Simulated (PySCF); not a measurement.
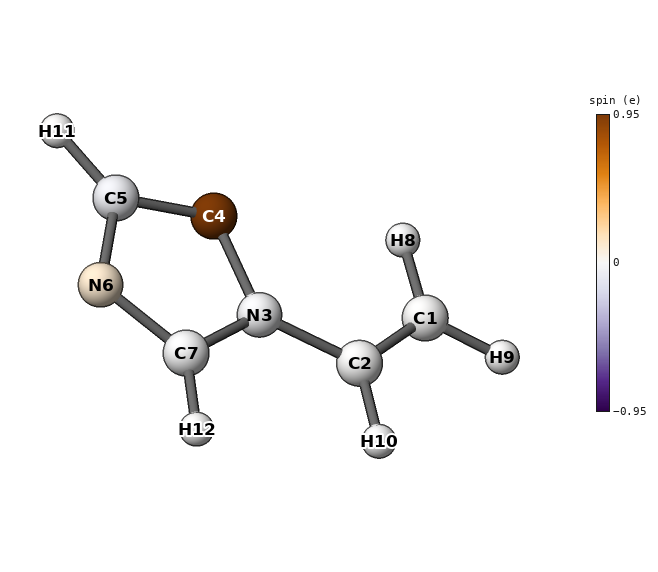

Atoms are coloured by their Mulliken spin populations. State: neutral, doublet. Computed geometry: GFN2-xTB optimisation. No frequency run is at hand to confirm it as a minimum. Level of theory: UKS B3LYP, pcH-1 on C H N, non-relativistic (PySCF 2.14.0).

List the Mulliken spin populations.

```csv
atom,value (e)
C1,0.00
C2,0.00
N3,−0.02
C4,0.94
C5,−0.05
N6,0.12
C7,0.00
H8,0.00
H9,0.00
H10,0.00
H11,0.00
H12,0.00
```

Mulliken values depend strongly on the basis set.
